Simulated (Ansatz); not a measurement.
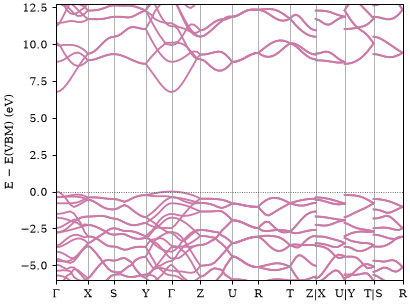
Figure. Band structure from r²SCAN in the plane-wave PAW code Ansatz

Problem. Read off the gap and where the band edges lie.

Solution. About 6.8 eV (6.75 eV by a search for the band edges); maximum at Γ, minimum at Γ.

The material is SiO2 in space group Pbcn (No. 60; Si on 4c, O on 8d).

The first step of the workflow began from a Materials Project structure, measured or hypothetical; the Crystallography Open Database copy checked does not list it. It is not the phase usual at ambient conditions (space group No. 92, 152, 154). The cell was relaxed with r²SCAN under the symmetry of its start; of distortions, only those at the zone centre were tested.

Potentials: the later of the program's two PAW sets.
